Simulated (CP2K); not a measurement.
Consider borylacetylene at its PBE geometry (Å).

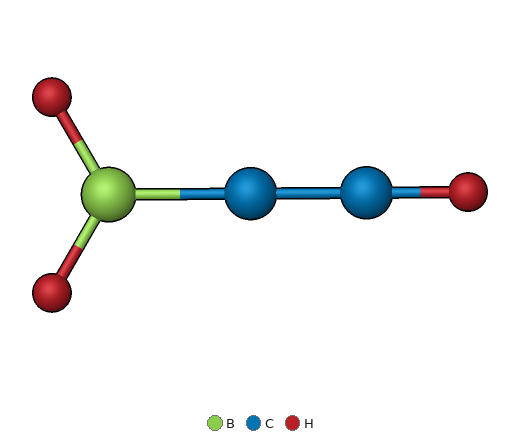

The molecule (boron green, carbon blue, hydrogen red).

```xyz
6

B    -1.1308    0.0656   -0.0825
C     0.3609   -0.0253    0.0217
C     1.5780   -0.0935    0.1130
H    -1.8221   -0.5990    0.6329
H    -1.6307    0.8040   -0.8800
H     2.6447   -0.1517    0.1948
```

Method: CP2K XAS_TDP, all-electron GAPW, PBEh(45%), aug-cc-pVTZ, TDA, GW2X-corrected core level, no relativity.

Where do the B K-edge lines lie, and how strong are they?

Leading lines: B1 189.77 eV. The leading line of an atom is its first one with 35 % of the strongest within 2.5 eV of its lowest line over the strength cut. Core ionisation energies at this level: B1 197.46 eV.

The first six lines of each atom with a strength over 0.0015:

| atom | energy (eV) | states | strength, one atom | above the computed threshold |
| --- | --- | --- | --- | --- |
| B1 (bonded to C and 2 H) | 189.77 | 1 | 0.0726 |  |
|  | 195.18 | 1 | 0.0057 |  |
|  | 195.84 | 1 | 0.0020 |  |
|  | 196.53 | 1 | 0.0016 |  |
|  | 196.65 | 1 | 0.0062 |  |
|  | 197.15 | 1 | 0.0114 |  |

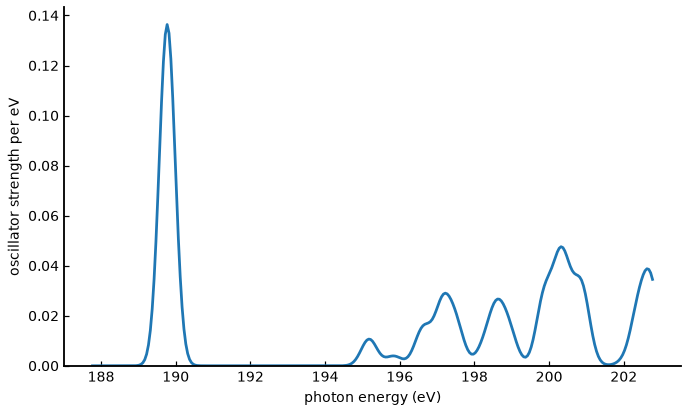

All atoms added, broadened by 0.5 eV.

Lines are vertical, at one geometry, with no vibrational structure. GW2X ionisation energies and lines can be off by 1 to 2 eV either way, and a good line position may hide errors that cancel. These values hold no scalar relativity. Rydberg lines, and the discretised continuum above threshold, depend on the basis and the box.

[Banner, clock and machine lines of the logs are left out without a mark of their own.]

[Logs are printed without paths, hosts, clocks, repeated set-up lines and the standing remarks that a program may print on its own settings, such as how far it seeks lower states.]

[Hosts, paths, dates, database ids (printed as entryN), source tags and the programs' standing remarks are cut or masked in the printed files.]
